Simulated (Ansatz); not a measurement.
# Fields on a plane of GaCuSe2 (chalcopyrite)

```
GaCuSe2
1.0
   -2.80414     2.80414     5.54875
    2.80414    -2.80414     5.54875
    2.80414     2.80414    -5.54875
Cu Ga Se
2 2 4
Cartesian
  0.00000   2.80414   2.77438
  0.00000   0.00000   0.00000
  2.80414   0.00000   2.77438
  0.00000   0.00000   5.54875
  1.40207   1.38154  -1.38719
  1.40207   1.42260   4.16156
  1.42260  -1.40207   6.93594
  1.38154   4.20621   1.38719
```

The slice is a (100) plane (indices of the conventional cell) through the point (0.000, 0.000, 0.000) (fractional), spanned by u = [101] and v = [110] in vectors of this cell: u (5.61 Å) and v (11.10 Å, at 90° to u). It covers one period; positions are fractions (u, v).

Atoms on it: Cu at (0.50, 0.25); Cu at (0.00, 0.00); Ga at (0.50, 0.75); Ga at (0.00, 0.50).

Method: r2SCAN (plane waves to 500 eV, PAW, scalar-relativistic; Ansatz, a program for electronic structure). k mesh 8×8×8. Near the nuclei the fields are pseudised (PAW); where an atom keeps semicore shells as valence, they peak there. GaCuSe2 is run without spin polarisation. GaCuSe2 was relaxed with its symmetry unable to fall.

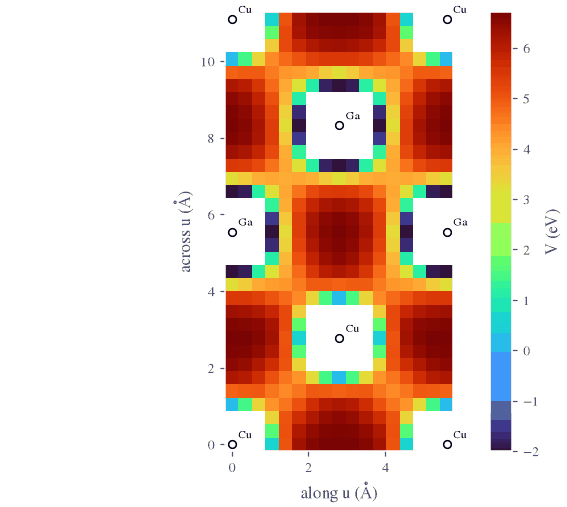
Electrostatic potential energy of an electron, from the cell's mean, in eV, one period of the plane, atoms marked. Points within 1 Å of a nucleus are left white, as the pseudised field means little there. Values under -2 eV are set to -2. The zero, the cell's mean, hangs on the PAW cores.

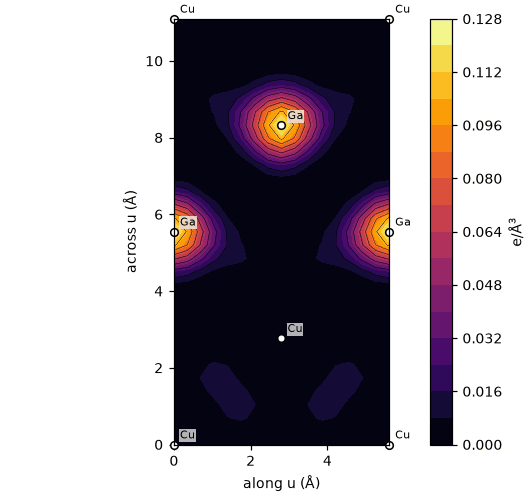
Density of the lowest conduction band (whole band as if filled, smooth part) in e/Å³, one period of the plane, atoms marked. 

| Item | Value |
|---|---|
| Element round which the density of the highest valence band (whole band, smooth part) is largest on this plane | Cu |
| Element round which the density of the lowest conduction band (whole band as if filled, smooth part) is largest on this plane | Ga |
